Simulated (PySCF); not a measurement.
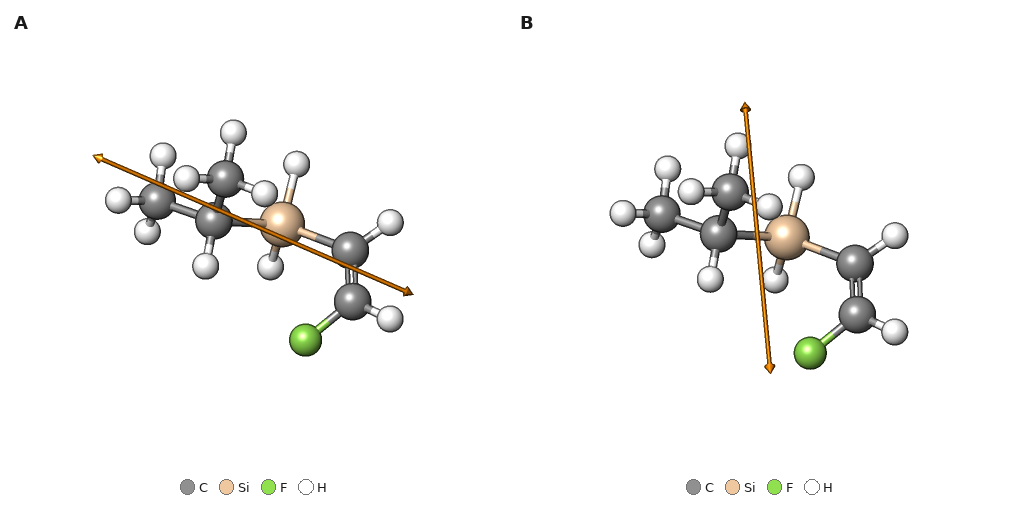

The double arrows show the directions of two transition dipoles from the ground state (lengths mean nothing). The computed structure is the end point of a GFN2-xTB optimisation. No frequency run is at hand to confirm it as a minimum. Level of theory: TDDFT CAM-B3LYP/def2-SVPD, vertical, gas phase, core orbitals frozen in the response (PySCF 2.14.0).

Question. One belongs to singlet state 4 and one to singlet state 5. Which is which?

Answer. A: state 5, 7.83 eV (158 nm), oscillator strength 0.023, of mixed character, with the largest part HOMO → LUMO+2 (weight 0.44).
B: state 4, 7.64 eV (162 nm), oscillator strength 0.047, of mixed character, with the largest part HOMO−1 → LUMO (weight 0.36).

The geometry is semi-empirical. Around Si such bond lengths and angles can be off by a tenth of an ångström or more and by several degrees, and values that hang on the shape move with them.
